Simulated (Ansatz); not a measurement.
Consider AlH$_{5}$NO$_{2}$ (SMILES [NH3+][Al]([OH])[OH]) (charge +1).

```xyz
9

Al   -0.0630    0.9219   -1.6589
N    -0.7021   -0.9340   -1.5302
O    -1.4153    1.8713   -1.3985
O     1.5704    0.8052   -1.9985
H    -1.7064   -1.0218   -1.7722
H    -0.6063   -1.3244   -0.5738
H    -0.1749   -1.5772   -2.1493
H    -1.5922    2.8262   -1.3612
H     2.2939    1.4380   -2.1422
```

Geometry: BLYP-D3(BJ)/def2-SVP.

Theory: Ansatz, isolated molecule in a Gaussian basis; Kohn-Sham density functional theory, functional PBE0.

Question: Predict the electron density and electron localisation function between the atoms.

Answer: Al–O (1.67 Å): ρ is about 0.95 e/Å³ halfway; the ELF peaks at about 0.85 in the valence shell of O, 0.6 Å from its nucleus, and is about 0.40 at the midpoint.
Al–N (1.97 Å): the density is about 0.62 e/Å³ at the midpoint; the ELF peaks at about 0.95 in the valence shell of N, 0.7 Å from its nucleus, and is about 0.80 at the midpoint.
O–H (0.97 Å): ρ at the midpoint is about 3.7 e/Å³; the ELF climbs to about 1 towards the hydrogen, as it does in any bond to H: an ordinary covalent bond to hydrogen.

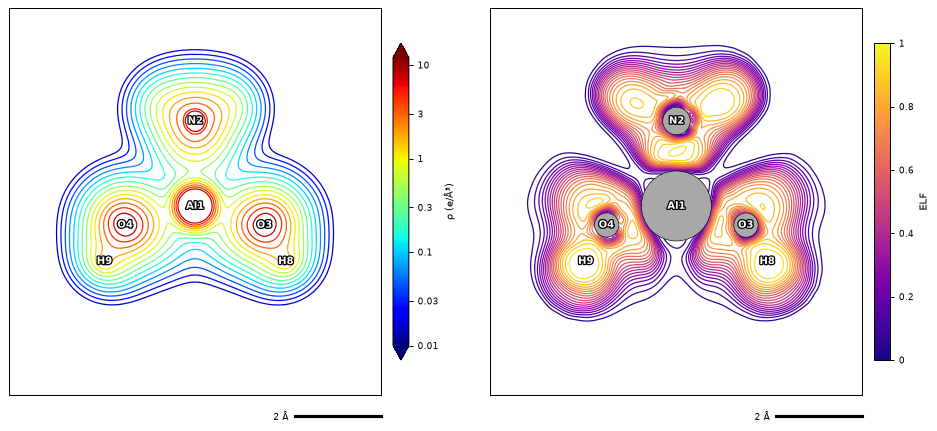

Computed electron density and electron localisation function on the plane of atoms N2, Al1 and O4, in this order. Grey discs cover the atomic cores in the ELF map. 
